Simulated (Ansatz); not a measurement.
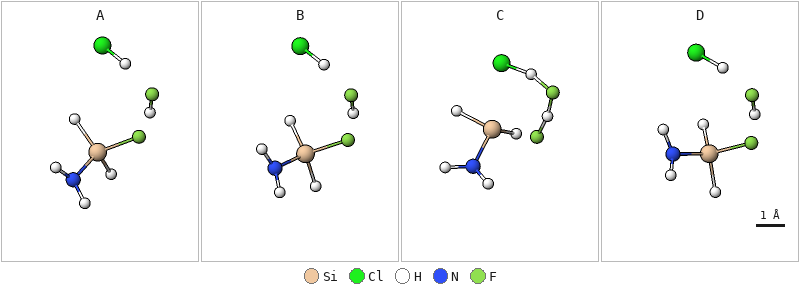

4 geometries from a converged minimum-energy path of SiNH6ClF2, shuffled. A ball-and-stick model, seen at a tilt.

The calculation used RKS BLYP-D4/cc-pVDZ in Ansatz. Settings: 7 movable images; climbing image; force threshold 0.03 eV/Å; iteration limit 60; starting path through a guess of the saddle point.

> Which of them lies highest in energy?

C. In order along the path, whose images run from 0 to 8: C (image 3, +17.6 kcal/mol), A (image 5, −4.3 kcal/mol), B (image 6, −5.7 kcal/mol), D (image 7, −7.5 kcal/mol). Breaking: 2 F–H (0.97 → 1.57–1.65 Å), Cl–Si (2.21 → 4.01 Å). Forming: Cl–H (2.00 → 1.34 Å), F–H (1.58 → 0.97 Å), F–Si (3.36 → 1.73 Å).

Cost: 4.2 min on 2 threads of Intel(R) Xeon(R) Platinum 8488C (Sapphire Rapids) (shared host), peak memory 0.18 GiB.
